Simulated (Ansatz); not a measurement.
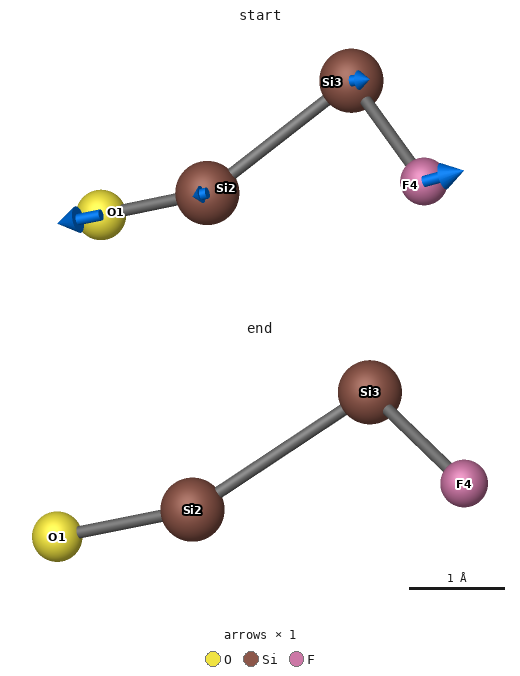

The structure of Si$_{2}$OF (charge −1) before (top) and after (bottom) a relaxation, at one scale. The blue arrows give the displacements, at their true length.

Style: ball-and-stick. Shown at a tilt.

It is one of the separated reactants of a reaction.

All numbers below come from RKS PBE-D4/def2-SVPD (Ansatz).

Input
```yaml
crystal:
  periodic: [false, false, false]
  atoms:
    - {symbol: O, position_ang: [-1.767395, 0.776617, 0.520997]}
    - {symbol: Si, position_ang: [-0.697537, 0.208400, 0.214200]}
    - {symbol: Si, position_ang: [1.133810, 0.319824, -0.405430]}
    - {symbol: F, position_ang: [1.331122, -1.304841, -0.329767]}
basis:
  gaussian: {orbitals: def2-SVPD}
total_charge: -1
hamiltonian: {xc: pbe, dispersion: d4}
relax: {f_tol: 0.03, max_steps: 250}
```

Command:
```bash
ansatz run in.yaml --threads 2 --pin off --events-out ev --progress --plain --max-ram 4352MiB
```

> Describe what moved and what it gained.

Over 9 geometry steps the energy falls by 6.217 eV. The largest force component goes from 34 to 0.014 eV/Å. The largest move after the best rigid fit is that of O1, 0.52 Å. Largest moves by element: O 0.52 Å, F 0.47 Å, Si 0.22 Å. Near-neighbour distances that change, for instance: O1–Si2 1.250 → 1.591 Å, Si2–Si3 1.937 → 2.275 Å, Si3–F4 1.638 → 1.742 Å. Bond angles that change, for instance: Si2–Si3–F4 92.4° → 106.0°, O1–Si2–Si3 149.5° → 154.6°.
